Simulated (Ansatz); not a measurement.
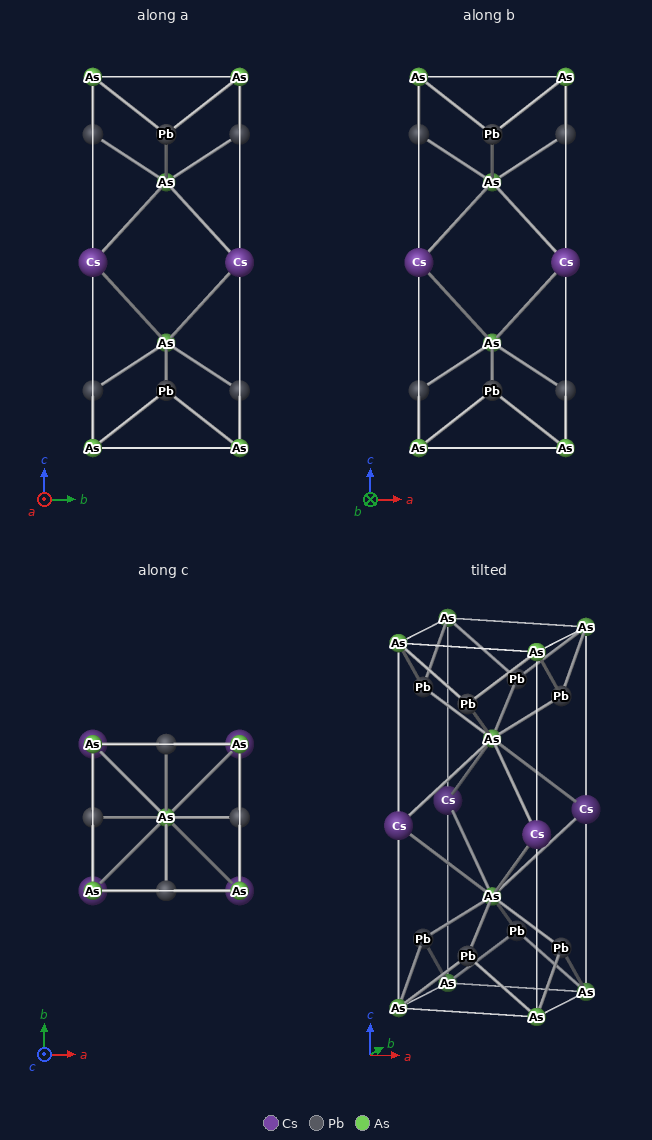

The image is a ball-and-stick drawing of a crystal, viewed along the a axis, along the b axis, along the c axis and slightly off an axis. The wireframe shows the conventional unit cell.

Lattice parameters: a = 4.722 Å, b = 4.722 Å, c = 11.946 Å, α = 90.00°, β = 90.00°, γ = 90.00°.

**Turn the picture into a table of Wyckoff sites, with free fractional coordinates to two decimals.**

Space group P4/mmm (No. 123).
```json
{"atom": "Cs", "site": "1b", "x": "0.00", "y": "0.00", "z": "0.50"}
{"atom": "Pb", "site": "4i", "x": "0.00", "y": "0.50", "z": "0.15"}
{"atom": "As", "site": "2h", "x": "0.50", "y": "0.50", "z": "0.28"}
{"atom": "As", "site": "1a", "x": "0.00", "y": "0.00", "z": "0.00"}
```

The geometry is that of a generated cell, made by putting these elements into a known structure type (the compound may or may not exist in this form), without relaxation. A calculation with Ansatz used it as input.

At this level of theory the cell isn't at rest (compressed, at 6 GPa and forces up to 1.1 eV/Å), so its distances can differ from those at equilibrium, the more so the softer the solid.
